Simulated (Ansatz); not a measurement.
# CH3BrFSi radical: one species, many methods, part 2 of 2

Ansatz 0.2.0, Gaussian basis; functionals in def2-TZVPP, the program's frozen cores in correlated methods. The steps go on from the part before.

**14. CAM-B3LYP-D4 (range-separated)**

The input, in.yaml:

```yaml
crystal:
  periodic: [false, false, false]
  atoms:
    - {symbol: C, position_ang: [0.046899, 0.834553, -0.193826]}
    - {symbol: Si, position_ang: [0.403783, -0.993145, -0.216434]}
    - {symbol: F, position_ang: [1.191402, -1.361131, 1.128238]}
    - {symbol: Br, position_ang: [-1.501985, -2.142016, -0.211671]}
    - {symbol: H, position_ang: [-0.529412, 1.118148, -1.075717]}
    - {symbol: H, position_ang: [-0.530596, 1.076044, 0.702965]}
    - {symbol: H, position_ang: [0.981209, 1.399546, -0.179256]}
basis:
  gaussian: {orbitals: def2-TZVPP}
magnetization: {spin_polarized: true, initial_magnetization: 1}
hamiltonian: {xc: {name: CAM-B3LYP}, dispersion: d4}
output: {orbitals: {seedname: orbitals}}
```

Launch:

```bash
$ ansatz run in.yaml --threads 4 --pin off --events-out ev --progress --plain --max-ram 10444MiB
```

What it wrote, shortened:

```text
Functional definition: CAM-B3LYP
  name "CAM-B3LYP"
  cite "Yanai, Tew & Handy, Chem. Phys. Lett. 393, 51 (2004) doi:10.1016/j.cplett.2004.06.011"
  cite "Iikura, Tsuneda, Yanai & Hirao, J. Chem. Phys. 115, 3540 (2001) doi:10.1063/1.1383587"
  cite "Becke, Phys. Rev. A 38, 3098 (1988) doi:10.1103/PhysRevA.38.3098"
  cite "Lee, Yang & Parr, Phys. Rev. B 37, 785 (1988) doi:10.1103/PhysRevB.37.785"
  cite "Vosko, Wilk & Nusair, Can. J. Phys. 58, 1200 (1980) doi:10.1139/p80-159"
[...]
  # Exact exchange under (alpha + beta erf(omega r))/r, Becke's under what is left of 1/r.
[...]
1217 factors; their error is unknown
252 factors; integrals over basis functions are off by at most 3.3e-5 eV
[...]
mean field -81733.19216657 eV, -3003.6394113740 hartree, gradient 5.6e-5 eV, S^2 0.752197; 0 other end points of the search recorded, 0 dependent functions left out
reference -81733.19228469 eV, -3003.6394157148 hartree; 34, 33 occupied and 160, 161 virtual orbitals, 1217 factors
Total energy: -81733.33200852 eV, -3003.6445504709 hartree
```

Wall time 3.1 s (4 threads of INTEL XEON PLATINUM 8581C at 2.10GHz, shared host); peak memory 0.77 GiB.

Atomisation energy: 25.809 eV (free atoms -81707.523 eV, run apart). HOMO -7.68 eV, LUMO -1.82 eV.

**15. LC-ωPBE (range-separated)**

Changes to in.yaml since step 14:

```diff
@@ -13,3 +13,3 @@
 magnetization: {spin_polarized: true, initial_magnetization: 1}
-hamiltonian: {xc: {name: CAM-B3LYP}, dispersion: d4}
+hamiltonian: {xc: {name: LC-wPBE}}
 output: {orbitals: {seedname: orbitals}}
```

Launched as before.

What it wrote, shortened:

```text
Functional definition: LC-wPBE
  name "LC-wPBE"
  cite "Vydrov & Scuseria, J. Chem. Phys. 125, 234109 (2006) doi:10.1063/1.2409292"
  cite "Heyd & Scuseria, J. Chem. Phys. 120, 7274 (2004) doi:10.1063/1.1668634"
  cite "Ernzerhof & Perdew, J. Chem. Phys. 109, 3313 (1998) doi:10.1063/1.476928"
  cite "Perdew, Burke & Ernzerhof, Phys. Rev. Lett. 77, 3865 (1996) doi:10.1103/PhysRevLett.77.3865"
  parent pbe
[...]
1177 factors; their error is unknown
340 factors; integrals over basis functions are off by at most 5.1e-5 eV
[...]
mean field -81716.53606221 eV, -3003.0273108286 hartree, gradient 8.9e-5 eV, S^2 0.752786; 0 other end points of the search recorded, 0 dependent functions left out
reference -81716.53606221 eV, -3003.0273108288 hartree; 34, 33 occupied and 160, 161 virtual orbitals, 1177 factors
Total energy: -81716.53606221 eV, -3003.0273108288 hartree
```

It took 2.2 s on 4 threads of INTEL XEON PLATINUM 8581C at 2.10GHz, shared host; peak memory 0.43 GiB.

With the free atoms at this level, -81690.831 eV in sum, the atomisation energy is 25.705 eV. HOMO -9.09 eV, LUMO -0.35 eV.

**16. ωB97X-V (range-separated)**

Changes to in.yaml since step 15:

```diff
@@ -13,3 +13,3 @@
 magnetization: {spin_polarized: true, initial_magnetization: 1}
-hamiltonian: {xc: {name: LC-wPBE}}
+hamiltonian: {xc: {name: wB97X-V}}
 output: {orbitals: {seedname: orbitals}}
```

Same command.

What it wrote, shortened:

```text
Functional definition: wB97X-V
  name "wB97X-V"
  cite "Mardirossian & Head-Gordon, Phys. Chem. Chem. Phys. 16, 9904 (2014) doi:10.1039/C3CP54374A"
  cite "Becke, J. Chem. Phys. 107, 8554 (1997) doi:10.1063/1.475007"
  cite "Vydrov & Van Voorhis, J. Chem. Phys. 133, 244103 (2010) doi:10.1063/1.3521275"
[...]
      + integral(e_c_pw_opposite_spin*poly(b97_u_opposite, cos0, cos1)) + vv10(b, c)
1217 factors; their error is unknown
231 factors; integrals over basis functions are off by at most 4.3e-5 eV
[...]
mean field -81721.84406391 eV, -3003.2223762931 hartree, gradient 6.7e-5 eV, S^2 0.752150; 0 other end points of the search recorded, 0 dependent functions left out
reference -81721.84406273 eV, -3003.2223762500 hartree; 34, 33 occupied and 160, 161 virtual orbitals, 1217 factors
Total energy: -81721.84406273 eV, -3003.2223762500 hartree
```

Wall time 6 s (4 threads of INTEL XEON PLATINUM 8581C at 2.10GHz, shared host); peak memory 0.88 GiB.

With the free atoms at this level, -81696.021 eV in sum, the atomisation energy is 25.823 eV. HOMO -8.59 eV, LUMO -0.94 eV.

**17. ωB97M-V (range-separated)**

Changes to in.yaml since step 16:

```diff
@@ -13,3 +13,3 @@
 magnetization: {spin_polarized: true, initial_magnetization: 1}
-hamiltonian: {xc: {name: wB97X-V}}
-output: {orbitals: {seedname: orbitals}}
+hamiltonian: {xc: {name: wB97M-V}}
+output: {forces: true, orbitals: {seedname: orbitals}}
```

Same command.

What it wrote, shortened:

```text
Functional definition: wB97M-V
  name "wB97M-V"
  cite "Mardirossian & Head-Gordon, J. Chem. Phys. 144, 214110 (2016) doi:10.1063/1.4952647"
  cite "Becke, J. Chem. Phys. 107, 8554 (1997) doi:10.1063/1.475007"
  cite "Vydrov & Van Voorhis, J. Chem. Phys. 133, 244103 (2010) doi:10.1063/1.3521275"
  # Of w^i u^j: cxij and so on, Table III.
[...]
  gx(w, u) = 1 - cx + cx01*u + cx10*w
  gss(w, u) = css00 + css04*u^4 + css10*w + css20*w^2 + css43*w^4*u^3
  gos(w, u) = cos00 + cos10*w + (cos20 + cos21*u)*w^2 + (cos60 + cos61*u)*w^6
[...]
      + integral(e_c_pw_mod_opposite_spin*gos(b97_w_opposite, b97_u_opposite)) + vv10(b, c)
1212 factors; their error is unknown
231 factors; integrals over basis functions are off by at most 4.3e-5 eV
[...]
mean field -81725.05796710 eV, -3003.3404850571 hartree, gradient 8.0e-5 eV, S^2 0.751337; 0 other end points of the search recorded, 0 dependent functions left out
[...]
reference -81725.05800885 eV, -3003.3404865913 hartree; 34, 33 occupied and 160, 161 virtual orbitals, 1212 factors
Total energy: -81725.05800885 eV, -3003.3404865913 hartree
Atom 0 at     0.046899     0.834553    -0.193826 Å, force    -0.023327     0.089230     0.022573 eV/Å
Atom 1 at     0.403783    -0.993145    -0.216434 Å, force     0.005789     0.012096    -0.203525 eV/Å
Atom 2 at     1.191402    -1.361131     1.128238 Å, force     0.047076    -0.022684     0.152232 eV/Å
Atom 3 at    -1.501985    -2.142016    -0.211671 Å, force    -0.031824     0.003095     0.023585 eV/Å
Atom 4 at    -0.529412     1.118148    -1.075717 Å, force     0.043480    -0.020958     0.067073 eV/Å
Atom 5 at    -0.530596     1.076044     0.702965 Å, force     0.038425    -0.018881    -0.058922 eV/Å
Atom 6 at     0.981209     1.399546    -0.179256 Å, force    -0.079619    -0.041898    -0.003015 eV/Å
Dipole moment:     0.060077     0.401425    -0.182654 e Å
```

Wall time 7.5 s (4 threads of INTEL XEON PLATINUM 8581C at 2.10GHz, shared host); peak memory 0.93 GiB.

Atomisation energy: 25.747 eV (free atoms -81699.311 eV, run apart). HOMO -8.20 eV, LUMO -1.09 eV.

**18. B2PLYP (double hybrid)**

Changes to in.yaml since step 17:

```diff
@@ -13,3 +13,2 @@
 magnetization: {spin_polarized: true, initial_magnetization: 1}
-hamiltonian: {xc: {name: wB97M-V}}
-output: {forces: true, orbitals: {seedname: orbitals}}
+hamiltonian: {xc: {name: B2PLYP}}
```

The command is unchanged.

What it wrote, shortened:

```text
Functional definition: B2PLYP
  name "B2PLYP"
  cite "Grimme, J. Chem. Phys. 124, 034108 (2006) doi:10.1063/1.2148954"
  cite "Becke, Phys. Rev. A 38, 3098 (1988) doi:10.1103/PhysRevA.38.3098"
  cite "Lee, Yang & Parr, Phys. Rev. B 37, 785 (1988) doi:10.1103/PhysRevB.37.785"
[...]
1192 factors; integrals over basis functions are off by at most 1.1e-3 eV
[...]
mean field -81707.70690080 eV, -3002.7028451316 hartree, gradient 4.7e-6 eV, S^2 0.753061; 0 other end points of the search recorded, 0 dependent functions left out
16 core orbitals not correlated: weight in the atoms' cores, before any rotation towards them, 1.000 or more for the frozen orbitals, at most 0.000 for the correlated occupied ones
reference -81707.70705382 eV, -3002.7028507549 hartree; 18, 17 occupied and 160, 161 virtual orbitals, 1192 factors
second order -25.90518005 eV of doubles, -0.00000000 eV of singles
Total energy: -81714.70145243 eV, -3002.9598901629 hartree
```

It took 3.9 s on 4 threads of INTEL XEON PLATINUM 8581C at 2.10GHz, shared host; peak memory 0.61 GiB.

Atomisation energy: 25.478 eV (free atoms -81689.224 eV, run apart).

**19. PBE-QIDH (double hybrid)**

Changes to in.yaml since step 18:

```diff
@@ -13,2 +13,2 @@
 magnetization: {spin_polarized: true, initial_magnetization: 1}
-hamiltonian: {xc: {name: B2PLYP}}
+hamiltonian: {xc: {name: PBE-QIDH}}
```

Launched as before.

What it wrote, shortened:

```text
Functional definition: PBE-QIDH
  name "PBE-QIDH"
  cite "Brémond, Sancho-García, Pérez-Jiménez & Adamo, J. Chem. Phys. 141, 031101 (2014) doi:10.1063/1.4890314"
  cite "Perdew, Burke & Ernzerhof, Phys. Rev. Lett. 77, 3865 (1996) doi:10.1103/PhysRevLett.77.3865"
[...]
1192 factors; integrals over basis functions are off by at most 1.1e-3 eV
[...]
mean field -81696.28664622 eV, -3002.2831585167 hartree, gradient 2.9e-6 eV, S^2 0.753459; 0 other end points of the search recorded, 0 dependent functions left out
16 core orbitals not correlated: weight in the atoms' cores, before any rotation towards them, 1.000 or more for the frozen orbitals, at most 0.000 for the correlated occupied ones
reference -81696.28665743 eV, -3002.2831589286 hartree; 18, 17 occupied and 160, 161 virtual orbitals, 1192 factors
second order -24.17421821 eV of doubles, -0.00000000 eV of singles
Total energy: -81704.34473017 eV, -3002.5792876398 hartree
```

It took 4.1 s on 4 threads of INTEL XEON PLATINUM 8581C at 2.10GHz, shared host; peak memory 0.63 GiB.

With the free atoms at this level, -81678.629 eV in sum, the atomisation energy is 25.716 eV.

**20. Frontier levels by functional**

Dipoles come from the runs that computed forces. Levels are read from the orbital files that the runs wrote (highest filled and lowest empty over both spins):

```tsv
functional	HOMO (eV)	LUMO (eV)	gap (eV)	dipole (D)
LDA (SPW92)	-5.21	-4.00	1.21	
PBE-D4	-5.22	-3.55	1.67	2.04
revPBE-D4	-5.20	-3.39	1.81	
BLYP-D4	-5.03	-3.61	1.42	
r2SCAN-D4	-5.60	-3.07	2.53	2.11
B97M-V	-5.28	-3.67	1.61	
PBE0-D4	-6.44	-2.66	3.78	
B3LYP-D4	-6.16	-3.09	3.07	2.11
r2SCANh-D4	-6.05	-2.79	3.26	
r2SCAN0-D4	-6.71	-2.36	4.35	
HSE06-D4	-6.04	-3.04	3.00	
BHLYP-D4	-7.49	-1.92	5.57	
CAM-B3LYP-D4	-7.68	-1.82	5.86	
LC-ωPBE	-9.09	-0.35	8.75	
ωB97X-V	-8.59	-0.94	7.65	
ωB97M-V	-8.20	-1.09	7.11	2.14
```

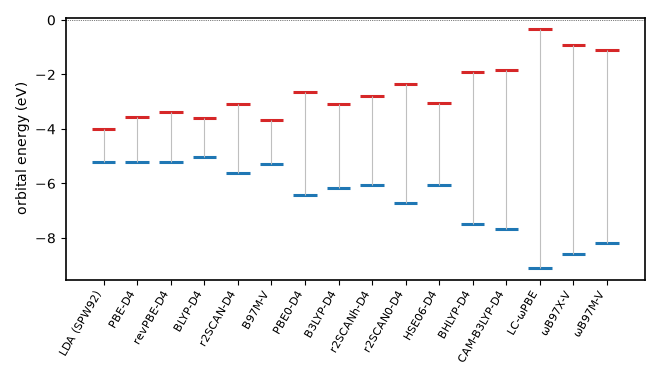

Highest occupied (blue) and lowest empty (red) level by functional.

**21. CCSD(T) in def2-SVP**

Changes to in.yaml since step 19:

```diff
@@ -11,4 +11,5 @@
 basis:
-  gaussian: {orbitals: def2-TZVPP}
+  gaussian: {orbitals: def2-SVP}
 magnetization: {spin_polarized: true, initial_magnetization: 1}
-hamiltonian: {xc: {name: PBE-QIDH}}
+correlation: {method: ccsd_t}
+scf: {omitted_lower_state_checks: [cluster_reference]}
```

The command is unchanged.

What it wrote, shortened:

```text
Functional definition: HF
  name "HF"
  cite "Fock, Z. Phys. 61, 126 (1930) doi:10.1007/BF01340294"
  parent pbe
[...]
899 factors; integrals over basis functions are off by at most 1.2e-3 eV
[...]
mean field -81633.26475170 eV, -2999.9671466108 hartree, gradient 2.1e-6 eV, S^2 0.753689; 0 other end points of the search recorded, 0 dependent functions left out
16 core orbitals not correlated: weight in the atoms' cores, before any rotation towards them, 1.000 or more for the frozen orbitals, at most 0.000 for the correlated occupied ones
reference -81633.26475170 eV, -2999.9671466108 hartree; 18, 17 occupied and 59, 60 virtual orbitals, 899 factors
second order -17.25149992 eV of doubles, -0.00000000 eV of singles
cycle   1  -17.50580786 eV  change   -2.5e-1 eV  update   8.6e-2
[...]
cycle  10  -17.94967993 eV  change    3.1e-5 eV  update   2.1e-5
perturbative correction -0.39882582 eV, -0.0146565786 hartree
Total energy: -81651.61325745 eV, -3000.6414417601 hartree
Checks for a lower state left out: cluster_reference
```

Wall time 7.5 s (4 threads of INTEL XEON PLATINUM 8581C at 2.10GHz, shared host); peak memory 0.69 GiB.

**22. CCSD(T) in def2-TZVPP**

Changes to in.yaml since step 21:

```diff
@@ -11,3 +11,3 @@
 basis:
-  gaussian: {orbitals: def2-SVP}
+  gaussian: {orbitals: def2-TZVPP}
 magnetization: {spin_polarized: true, initial_magnetization: 1}
@@ -15 +15,2 @@
 scf: {omitted_lower_state_checks: [cluster_reference]}
+output: {orbitals: {seedname: orbitals}}
```

The command is unchanged.

What it wrote, shortened:

```text
Functional definition: HF
  name "HF"
  cite "Fock, Z. Phys. 61, 126 (1930) doi:10.1007/BF01340294"
  parent pbe
[...]
1192 factors; integrals over basis functions are off by at most 1.1e-3 eV
[...]
mean field -81649.61309679 eV, -3000.5679372114 hartree, gradient 3.0e-6 eV, S^2 0.754520; 0 other end points of the search recorded, 0 dependent functions left out
16 core orbitals not correlated: weight in the atoms' cores, before any rotation towards them, 1.000 or more for the frozen orbitals, at most 0.000 for the correlated occupied ones
reference -81649.61309679 eV, -3000.5679372114 hartree; 18, 17 occupied and 160, 161 virtual orbitals, 1192 factors
second order -21.65089975 eV of doubles, -0.00000000 eV of singles
cycle   1  -21.77476366 eV  change   -1.2e-1 eV  update   9.3e-2
[...]
cycle  10  -22.32304913 eV  change    4.3e-5 eV  update   2.7e-5
perturbative correction -0.77190512 eV, -0.0283669901 hartree
Total energy: -81672.70805104 eV, -3001.4166611260 hartree
Checks for a lower state left out: cluster_reference
```

Run time: 2.3 min. Hardware: 4 threads of INTEL XEON PLATINUM 8581C at 2.10GHz, shared host; peak memory 6.1 GiB.

**23. MP2 in def2-QZVPP**

Changes to in.yaml since step 22:

```diff
@@ -11,6 +11,5 @@
 basis:
-  gaussian: {orbitals: def2-TZVPP}
+  gaussian: {orbitals: "def2-QZVPP.json"}
 magnetization: {spin_polarized: true, initial_magnetization: 1}
-correlation: {method: ccsd_t}
+correlation: {method: mp2}
 scf: {omitted_lower_state_checks: [cluster_reference]}
-output: {orbitals: {seedname: orbitals}}
```

The command is unchanged.

What it wrote, shortened:

```text
Functional definition: HF
  name "HF"
  cite "Fock, Z. Phys. 61, 126 (1930) doi:10.1007/BF01340294"
  parent pbe
[...]
2230 factors; integrals over basis functions are off by at most 1.1e-3 eV
[...]
mean field -81651.39304926 eV, -3000.6333492582 hartree, gradient 2.6e-6 eV, S^2 0.754587; 0 other end points of the search recorded, 0 dependent functions left out
16 core orbitals not correlated: weight in the atoms' cores, before any rotation towards them, 1.000 or more for the frozen orbitals, at most 0.000 for the correlated occupied ones
reference -81651.39304926 eV, -3000.6333492582 hartree; 18, 17 occupied and 329, 330 virtual orbitals, 2230 factors
second order -31.51538818 eV of doubles, -0.00000000 eV of singles
Total energy: -81682.90843743 eV, -3001.7915184118 hartree
Checks for a lower state left out: cluster_reference
```

Run time: 14 s. Hardware: 4 threads of INTEL XEON PLATINUM 8581C at 2.10GHz, shared host; peak memory 1.8 GiB.

Energy pieces by basis (eV):

```tsv
basis	HF	MP2 correlation	CCSD correlation	(T)	total
def2-SVP	-81633.2648	-17.2515	-17.9497	-0.3988	-81651.6133
def2-TZVPP	-81649.6131	-21.6509	-22.3230	-0.7719	-81672.7081
def2-QZVPP	-81651.3930	-31.5154			-81682.9084 (MP2)
```

The report of the def2-TZVPP run gives T1 = 0.0112.

**24. The basis-set limit**

No new run: Hartree-Fock is extrapolated as exp(−7.88√X) and correlation as X^−2.97, with X = 3 and 4; only MP2 was run in the larger set, so CCSD(T) minus MP2 is added from the smaller one.

```tsv
level	energy at the limit (eV)
HF	-81651.6382
MP2	-81690.4606
CCSD	-81691.1328
CCSD(T)	-81691.9047
```

This is no true limit for total energies: MP2 correlation changes by a factor of 1.46 from triple to quadruple zeta (about 1.07 in light molecules), because outer-core shells are correlated in sets not made for them. Much of that cancels between molecule and atoms or ions.

**25. RPA on PBE orbitals**

Changes to in.yaml since step 23:

```diff
@@ -11,5 +11,5 @@
 basis:
-  gaussian: {orbitals: "def2-QZVPP.json"}
+  gaussian: {orbitals: def2-TZVPP}
 magnetization: {spin_polarized: true, initial_magnetization: 1}
-correlation: {method: mp2}
-scf: {omitted_lower_state_checks: [cluster_reference]}
+hamiltonian: {xc: pbe}
+correlation: {method: rpa}
```

The command is unchanged.

What it wrote, shortened:

```text
Functional definition: PBE
  name "PBE"
  cite "Perdew, Burke & Ernzerhof, Phys. Rev. Lett. 77, 3865 (1996) doi:10.1103/PhysRevLett.77.3865"
  parent pbe
[...]
1192 factors; integrals over basis functions are off by at most 1.1e-3 eV
[...]
mean field -81712.16168173 eV, -3002.8665553112 hartree, gradient 6.4e-6 eV, S^2 0.751710; 0 other end points of the search recorded, 0 dependent functions left out
16 core orbitals not correlated: weight in the atoms' cores, before any rotation towards them, 1.000 or more for the frozen orbitals, at most 0.000 for the correlated occupied ones
reference -81648.09365579 eV, -3000.5120987849 hartree; 18, 17 occupied and 160, 161 virtual orbitals, 1192 factors
Total energy: -81682.24314028 eV, -3001.7670691923 hartree
```

Run time: 3.3 s. Hardware: 4 threads of INTEL XEON PLATINUM 8581C at 2.10GHz, shared host; peak memory 0.5 GiB.

RPA correlation: -34.149 eV. No RPA run of the hydrogen atom was made, so RPA has no atomisation energy below.

**26. The ladder**

Free atoms (1 C, 1 Si, 1 F, 1 Br, 3 H) were run apart at each level; the atomisation energy is their sum less the molecule, without zero-point or spin-orbit terms.

Differences are taken before rounding.

```tsv
method	rung	atomisation energy (eV)	from CCSD(T)/CBS (eV)	time
LDA (SPW92)	LDA	29.399	+3.532	1 s
PBE-D4	GGA	26.257	+0.390	1.9 s
revPBE-D4	GGA	25.616	-0.250	1.7 s
BLYP-D4	GGA	25.637	-0.229	1.7 s
r2SCAN-D4	meta-GGA	26.084	+0.218	3.8 s
B97M-V	meta-GGA	25.862	-0.004	5.5 s
PBE0-D4	hybrid	25.838	-0.029	2.9 s
B3LYP-D4	hybrid	25.684	-0.182	3.1 s
r2SCANh-D4	hybrid	25.913	+0.046	4.2 s
r2SCAN0-D4	hybrid	25.669	-0.197	4.6 s
HSE06-D4	hybrid	25.855	-0.012	3 s
BHLYP-D4	hybrid	25.036	-0.830	2.8 s
CAM-B3LYP-D4	range-separated	25.809	-0.058	3.1 s
LC-ωPBE	range-separated	25.705	-0.161	2.2 s
ωB97X-V	range-separated	25.823	-0.044	6 s
ωB97M-V	range-separated	25.747	-0.120	7.5 s
B2PLYP	double hybrid	25.478	-0.389	3.9 s
PBE-QIDH	double hybrid	25.716	-0.150	4.1 s
HF/def2-TZVPP	wavefunction	19.464	-6.402	
MP2/def2-TZVPP	wavefunction	25.736	-0.130	
CCSD/def2-TZVPP	wavefunction	24.713	-1.154	
CCSD(T)/def2-SVP	wavefunction	23.930	-1.937	7.5 s
CCSD(T)/def2-TZVPP	wavefunction	25.083	-0.783	2.3 min
MP2/CBS	wavefunction	26.519	+0.653	
CCSD(T)/CBS	wavefunction	25.866	0	2.5 min
```

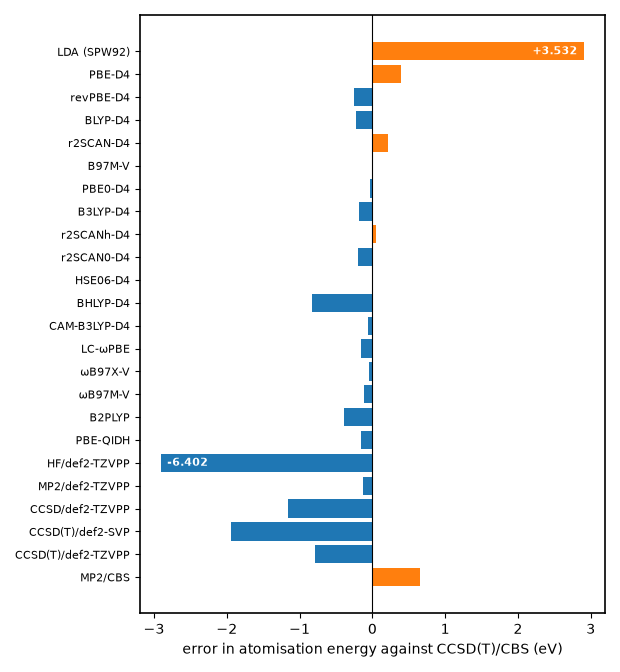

Deviations from CCSD(T)/CBS, method by method. Bars with a number in them are cut short.

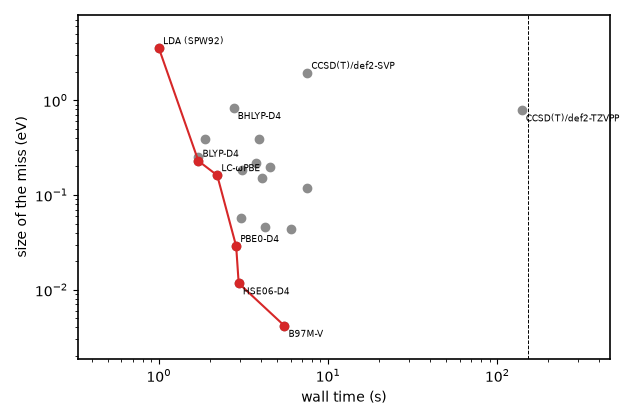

Miss against cost. Red marks the levels that no quicker level drawn beats (of those quicker than the yardstick), and the dashed line is the time of CCSD(T)/CBS. Only those levels and the largest misses are named. Times are from a shared host.

LDA (SPW92), LC-ωPBE, B2PLYP, PBE-QIDH carry no dispersion term (for B3LYP, D4 adds 0.264 eV).

Times are those of the molecule's run; HF, MP2 and CCSD come out of the CCSD(T) runs, and the limit's time is the sum of the runs that it needs.

**27. Results**

What follows sums up all 2 parts.

| quantity | value |
| --- | --- |
| atomisation energy, CCSD(T)/CBS | 25.866 eV |
| functionals within 0.259 eV (1.0 %) | revPBE-D4, BLYP-D4, r2SCAN-D4, B97M-V, PBE0-D4, B3LYP-D4, r2SCANh-D4, r2SCAN0-D4, HSE06-D4, CAM-B3LYP-D4, LC-ωPBE, ωB97X-V, ωB97M-V, PBE-QIDH |
| farthest beyond LDA | BHLYP-D4 (-0.830 eV) |
| mean size of error, GGA | 0.290 eV |
| mean size of error, meta-GGA | 0.111 eV |
| mean size of error, hybrid | 0.216 eV |
| mean size of error, range-separated | 0.096 eV |
| mean size of error, double hybrid | 0.270 eV |
| gap, smallest and largest | 1.21 eV (LDA (SPW92)), 8.75 eV (LC-ωPBE) |
| T1 diagnostic | 0.0112 |
| triples share of the correlation energy | 3.3 % |

In words: The LDA atomisation energy is off by 3.532 eV (14 %): it overbinds. PBE-D4 misses by +0.390 eV. Double hybrids carry the basis error of their MP2 part in triple zeta, and no dispersion term here, so their miss is partly the set-up's. The rungs range-separated, meta-GGA, hybrid miss on average by less than the doubt on the reference (0.259 eV), so they tie. The reference freezes the cores and leaves out relativity and excitations past (T), and its outer-core shells are covered unevenly, so misses under about 0.259 eV can't be ranked. All levels share the lack of spin-orbit coupling, which lowers the free heavy atoms and so the true binding. Hartree-Fock recovers 75 % of the binding; the rest is correlation. CCSD(T) in def2-SVP is off by -1.937 eV, worse than the median functional, from the basis alone. The gap grows from 1.2 to 8.7 eV across the functionals, mostly with the share of exact exchange. Correlated methods include outer-core shells of Br, which these sets cover unevenly.

B97M-V reaches 0.004 eV from the reference in 5.5 s, where CCSD(T)/CBS took 2.5 min; the quickest level in the cost chart, LDA (SPW92), takes 1 s and misses by 3.532 eV.
